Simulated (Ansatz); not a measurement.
# Geometry relaxation of CH₇FGe (part 1 of 2)

System: CH₇FGe.
Method: RKS LDA/def2-SVP (Ansatz 0.2.0).

The input holds or restrains some coordinates. It belongs to a series of runs on one base structure; here: pulled along the bonds that form and break, towards end A.

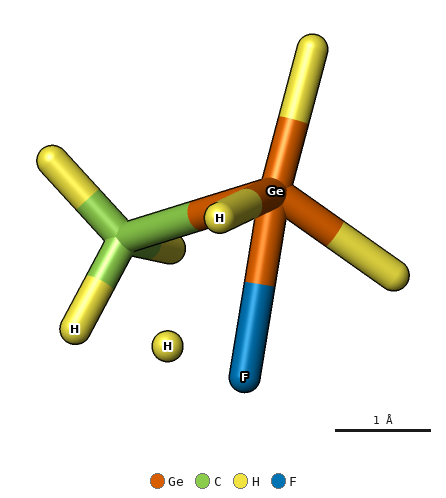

**Figure 1.** The input geometry (stick view, seen at a tilt). Sticks mark near contacts. Bond lengths as drawn: C–Ge 2.31 Å, C–H 1.11 Å, F–Ge 1.98 Å and Ge–H 1.55 Å.

### Input file
```yaml
crystal:
  periodic: [false, false, false]
  atoms:
    - { symbol: Ge, position_ang: [0.0, 0.0, 0.0] }
    - { symbol: C, position_ang: [0.0, 0.0, 2.31] }
    - { symbol: H, position_ang: [-0.9996, -0.3092, 2.6805] }
    - { symbol: H, position_ang: [0.7676, -0.7111, 2.6805] }
    - { symbol: H, position_ang: [0.232, 1.0203, 2.6805] }
    - { symbol: H, position_ang: [1.4616, 0.0, -0.5162] }
    - { symbol: H, position_ang: [-0.73, 1.2648, -0.5162] }
    - { symbol: H, position_ang: [-0.73, -1.2648, -0.5162] }
    - { symbol: F, position_ang: [0.7368, -1.7285, 0.6243] }
    - { symbol: H, position_ang: [0.5078, -1.1914, 1.75] }
basis:
  gaussian: { orbitals: def2-SVP }
hamiltonian:
  xc: lda
relax:
  f_tol: 0.15
  max_steps: 25
  restrain:
    - { distance: [0, 8], at: 2.88, k: 30.0 }
    - { distance: [9, 1], at: 2.31, k: 30.0 }
    - { distance: [0, 1], at: 1.96, k: 30.0 }
    - { distance: [9, 8], at: 0.92, k: 30.0 }
output:
  orbitals: {}
```

Launched with:
```bash
ansatz run input.yaml --threads 2 --pin off --max-ram 3072MiB --backend cpu --events-out ev --progress --plain --runs-dir out
```

### What the program printed
```
The last accepted step is kept in [file] (removed where the run ends without a failure and the disk answers)
Engine: ansatz 0.2.0, x86_64-unknown-linux-gnu
Functional definition: SPW92
  exchange = slater_x
  correlation = pw_c
1063 factors; their error is unknown
mean field evaluation 1: about -60250.9457 eV, gradient 5.9e1 eV
mean field evaluation 2: about -60236.7229 eV, gradient 9.2e1 eV
mean field evaluation 4: about -60258.0413 eV, gradient 4.4e0 eV
mean field evaluation 8: about -60258.0873 eV, gradient 1.6e-1 eV
mean field evaluation 16: about -60258.0327 eV, gradient 1.1e-4 eV
mean field -60258.03267982 eV, -2214.4418566219 hartree, gradient 4.2e-5 eV, S^2 0.000000; 0 other end points of the search recorded, 0 dependent functions left out
the calculation of the forces begins
reference -60258.03271266 eV, -2214.4418578286 hartree; 27, 27 occupied and 68, 68 virtual orbitals, 1063 factors
relax step   1: F+E_penalty+E_count = -60258.03267982 eV  Δ(F+E_penalty+E_count) = +0.000e0 eV  max|allowed force component| = 3.806e0 eV/Å  E_restraint = 27.92896513 eV  max|allowed force component, restraints' pulls added| = 2.815e1 eV/Å  Δτ_max = 0.0000 Å  (26 SCF iters, accepted)
  distance Ge 0 - F 8 = 1.9800 Å
  distance H 9 - C 1 = 1.4110 Å
  distance Ge 0 - C 1 = 2.3100 Å
  distance H 9 - F 8 = 1.2681 Å
these checks for a lower state are left out or cut short: starts, cluster_reference, orbital_swaps, neighbouring_geometries, increment
1063 factors; their error is unknown
mean field -60259.08969917 eV, -2214.4807013665 hartree, gradient 9.8e-6 eV, S^2 0.000000; 0 other end points of the search recorded, 0 dependent functions left out
[... from here on the field's lines of each further geometry are left out, up to the last ...]
relax step   2: F+E_penalty+E_count = -60259.08969917 eV  Δ(F+E_penalty+E_count) = -1.057e0 eV  max|allowed force component| = 3.390e0 eV/Å  E_restraint = 13.39775196 eV  max|allowed force component, restraints' pulls added| = 2.005e1 eV/Å  Δτ_max = 0.1948 Å  (34 SCF iters, accepted)
relax step   3: F+E_penalty+E_count = -60259.35607773 eV  Δ(F+E_penalty+E_count) = -2.664e-1 eV  max|allowed force component| = 4.076e0 eV/Å  E_restraint = 4.77252973 eV  max|allowed force component, restraints' pulls added| = 1.119e1 eV/Å  Δτ_max = 0.1947 Å  (32 SCF iters, accepted)
relax step   4: F+E_penalty+E_count = -60259.73054143 eV  Δ(F+E_penalty+E_count) = -3.745e-1 eV  max|allowed force component| = 3.196e0 eV/Å  E_restraint = 0.90714686 eV  max|allowed force component, restraints' pulls added| = 6.113e0 eV/Å  Δτ_max = 0.1949 Å  (27 SCF iters, accepted)
relax step   5: F+E_penalty+E_count = -60260.42155045 eV  Δ(F+E_penalty+E_count) = -6.910e-1 eV  max|allowed force component| = 1.295e0 eV/Å  E_restraint = 0.02393412 eV  max|allowed force component, restraints' pulls added| = 8.720e-1 eV/Å  Δτ_max = 0.1985 Å  (27 SCF iters, accepted)
relax step   6: F+E_penalty+E_count = -60260.56258692 eV  Δ(F+E_penalty+E_count) = -1.410e-1 eV  max|allowed force component| = 1.191e0 eV/Å  E_restraint = 0.03732207 eV  max|allowed force component, restraints' pulls added| = 2.270e0 eV/Å  Δτ_max = 0.1908 Å  (32 SCF iters, accepted)
relax step   7: F+E_penalty+E_count = -60260.56959726 eV  Δ(F+E_penalty+E_count) = -7.010e-3 eV  max|allowed force component| = 7.271e-1 eV/Å  E_restraint = 0.00086990 eV  max|allowed force component, restraints' pulls added| = 6.913e-1 eV/Å  Δτ_max = 0.2000 Å  (32 SCF iters, accepted)
relax step   8: F+E_penalty+E_count = -60260.51775498 eV  Δ(F+E_penalty+E_count) = +5.184e-2 eV  max|allowed force component| = 5.666e-1 eV/Å  E_restraint = 0.00303775 eV  max|allowed force component, restraints' pulls added| = 7.082e-1 eV/Å  Δτ_max = 0.1674 Å  (26 SCF iters, rejected (line search))
relax step   9: F+E_penalty+E_count = -60260.61535331 eV  Δ(F+E_penalty+E_count) = -4.576e-2 eV  max|allowed force component| = 1.787e-1 eV/Å  E_restraint = 0.00634848 eV  max|allowed force component, restraints' pulls added| = 4.336e-1 eV/Å  Δτ_max = 0.0821 Å  (27 SCF iters, accepted)
relax step  10: F+E_penalty+E_count = -60260.62207667 eV  Δ(F+E_penalty+E_count) = -6.723e-3 eV  max|allowed force component| = 2.923e-1 eV/Å  E_restraint = 0.00317868 eV  max|allowed force component, restraints' pulls added| = 1.118e-1 eV/Å  Δτ_max = 0.0827 Å  (26 SCF iters, accepted)
relax step  11: F+E_penalty+E_count = -60260.61156029 eV  Δ(F+E_penalty+E_count) = +1.052e-2 eV  max|allowed force component| = 1.159e0 eV/Å  E_restraint = 0.03297882 eV  max|allowed force component, restraints' pulls added| = 2.423e0 eV/Å  Δτ_max = 0.1454 Å  (32 SCF iters, rejected (line search))
relax step  12: F+E_penalty+E_count = -60260.62809221 eV  Δ(F+E_penalty+E_count) = -6.016e-3 eV  max|allowed force component| = 1.222e-1 eV/Å  E_restraint = 0.00671390 eV  max|allowed force component, restraints' pulls added| = 5.625e-1 eV/Å  Δτ_max = 0.0708 Å  (27 SCF iters, accepted)
relax step  13: F+E_penalty+E_count = -60260.63210957 eV  Δ(F+E_penalty+E_count) = -4.017e-3 eV  max|allowed force component| = 3.056e-1 eV/Å  E_restraint = 0.00355957 eV  max|allowed force component, restraints' pulls added| = 1.248e-1 eV/Å  Δτ_max = 0.0750 Å  (26 SCF iters, accepted)
relax step  14: F+E_penalty+E_count = -60260.63793683 eV  Δ(F+E_penalty+E_count) = -5.827e-3 eV  max|allowed force component| = 2.136e-1 eV/Å  E_restraint = 0.00756917 eV  max|allowed force component, restraints' pulls added| = 6.357e-1 eV/Å  Δτ_max = 0.1078 Å  (27 SCF iters, accepted)
relax step  15: F+E_penalty+E_count = -60260.64066729 eV  Δ(F+E_penalty+E_count) = -2.730e-3 eV  max|allowed force component| = 4.266e-1 eV/Å  E_restraint = 0.00349465 eV  max|allowed force component, restraints' pulls added| = 5.073e-2 eV/Å  Δτ_max = 0.0632 Å  (26 SCF iters, accepted)
relax step  16: F+E_penalty+E_count = -60260.64252661 eV  Δ(F+E_penalty+E_count) = -1.859e-3 eV  max|allowed force component| = 6.343e-1 eV/Å  E_restraint = 0.02345292 eV  max|allowed force component, restraints' pulls added| = 1.690e0 eV/Å  Δτ_max = 0.1714 Å  (26 SCF iters, rejected (line search))
relax step  17: F+E_penalty+E_count = -60260.64557207 eV  Δ(F+E_penalty+E_count) = -4.905e-3 eV  max|allowed force component| = 2.412e-1 eV/Å  E_restraint = 0.00658823 eV  max|allowed force component, restraints' pulls added| = 4.102e-1 eV/Å  Δτ_max = 0.0832 Å  (27 SCF iters, accepted)
the calculation of the forces begins
reference -60260.64669345 eV, -2214.5379198511 hartree; 27, 27 occupied and 68, 68 virtual orbitals, 1063 factors
relax step  18: F+E_penalty+E_count = -60260.64666244 eV  Δ(F+E_penalty+E_count) = -1.090e-3 eV  max|allowed force component| = 4.392e-1 eV/Å  E_restraint = 0.00478427 eV  max|allowed force component, restraints' pulls added| = 8.542e-2 eV/Å  Δτ_max = 0.0567 Å  (26 SCF iters, accepted)
```

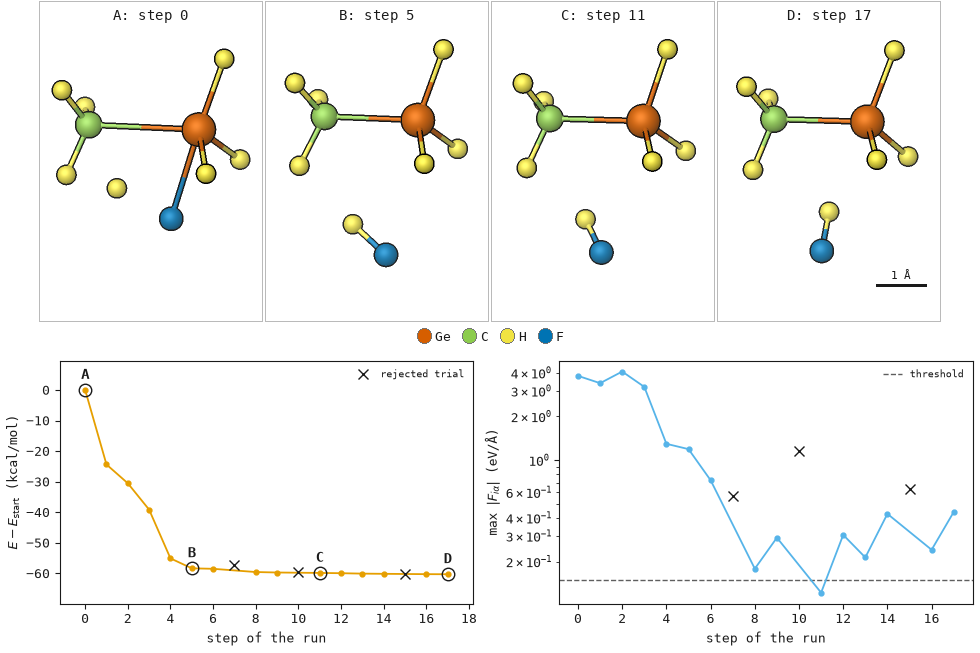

**Figure 2.** Frames of the restrained relaxation (ball-and-stick view, seen at a tilt) above the curves, on which the letters mark them (the first geometry is step 0 here and step 1 in the log).

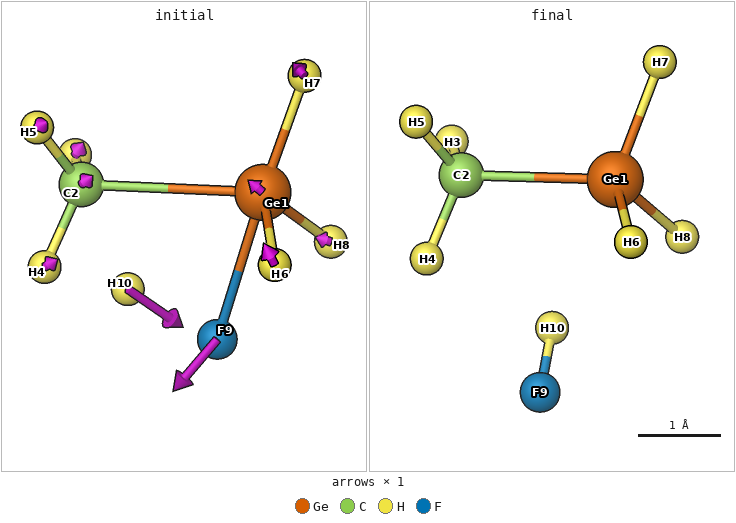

**Figure 3.** Before (left) and after (right) the restrained relaxation, at one scale (ball-and-stick view, seen at a tilt). The pink arrows give the displacements, at true length. Over 17 geometry steps the energy falls by 60.3 kcal/mol. The largest force component goes from 3.8 to 0.44 eV/Å. The line search rejected the trial steps at points 7, 10, 15 (counted from 0) and went back. H10 moves most after the best rigid fit: 0.97 Å. By element the largest moves are H 0.97 Å, F 0.87 Å, Ge 0.25 Å, C 0.23 Å. Among the contacts that change: Ge1–F9 1.980 → 2.886 Å, Ge1–C2 2.310 → 1.954 Å, F9–H10 1.268 → 0.935 Å, Ge1–H6 1.550 → 1.539 Å. New bonds form: F9–H10 (1.27 → 0.94 Å). Bonds break: Ge1–F9 (1.98 → 2.89 Å). Among the angles that change: H7–Ge1–H8 109.5° → 107.3°. (Atoms are counted from 1 in the order of the input.)

```
  distance Ge 0 - F 8 = 2.8856 Å
  distance H 9 - C 1 = 2.3147 Å
  distance Ge 0 - C 1 = 1.9540 Å
  distance H 9 - F 8 = 0.9351 Å
1063 factors; their error is unknown
mean field -60260.64666244 eV, -2214.5379187114 hartree, gradient 1.1e-5 eV, S^2 0.000000; 1 other end points of the search recorded, 0 dependent functions left out
the calculation of the forces begins
reference -60260.64669345 eV, -2214.5379198511 hartree; 27, 27 occupied and 68, 68 virtual orbitals, 1063 factors
Total energy: -60260.64669345 eV, -2214.5379198511 hartree
Atom 0 at    -0.036525     0.167087     0.180710 Å, force    -0.047361     0.213735     0.129130 eV/Å
Atom 1 at     0.003435     0.156611     2.134310 Å, force    -0.006309     0.043860    -0.129410 eV/Å
Atom 2 at    -0.988765    -0.115052     2.550105 Å, force    -0.004822     0.011889     0.004165 eV/Å
Atom 3 at     0.770344    -0.564743     2.483436 Å, force    -0.026407     0.038906     0.001458 eV/Å
Atom 4 at     0.266678     1.168262     2.502386 Å, force     0.005086     0.024429     0.011292 eV/Å
Atom 5 at     1.377642     0.327122    -0.403999 Å, force    -0.009304     0.001934    -0.004380 eV/Å
Atom 6 at    -0.949794     1.310060    -0.317839 Å, force     0.001058    -0.014197    -0.012943 eV/Å
Atom 7 at    -0.644013    -1.164475    -0.331231 Å, force    -0.006235    -0.031730     0.019663 eV/Å
Atom 8 at     1.163239    -2.261034     1.176540 Å, force     0.439237    -0.314101     0.042241 eV/Å
Atom 9 at     0.283958    -1.943738     1.202783 Å, force    -0.344943     0.025275    -0.061215 eV/Å
Dipole moment:    -0.260646     0.163819     0.141903 e Å
```

### Trajectory as extended XYZ (Å, eV, eV/Å), 11 of the 18 frames kept, from step=1 to step=18
```
10
Properties=species:S:1:pos:R:3:forces:R:3 step=1 energy=-60258.03268
Ge    0.0000    0.0000    0.0000   -0.0532  -0.0968   0.2735
C     0.0000    0.0000    2.3100   -1.3690   0.6294  -1.9029
H    -0.9996   -0.3092    2.6805    0.1181  -0.0390  -0.0129
H     0.7676   -0.7111    2.6805    0.7729   0.2396   1.5661
H     0.2320    1.0203    2.6805    0.4341  -0.2572  -0.0328
H     1.4616    0.0000   -0.5162   -0.0719   0.7280  -0.1188
H    -0.7300    1.2648   -0.5162   -0.1725   0.5034   0.4544
H    -0.7300   -1.2648   -0.5162   -0.9826   0.7273  -0.5866
F     0.7368   -1.7285    0.6243    1.0260  -1.4833   3.8062
H     0.5078   -1.1914    1.7500    0.2981  -0.9514  -3.4461
```
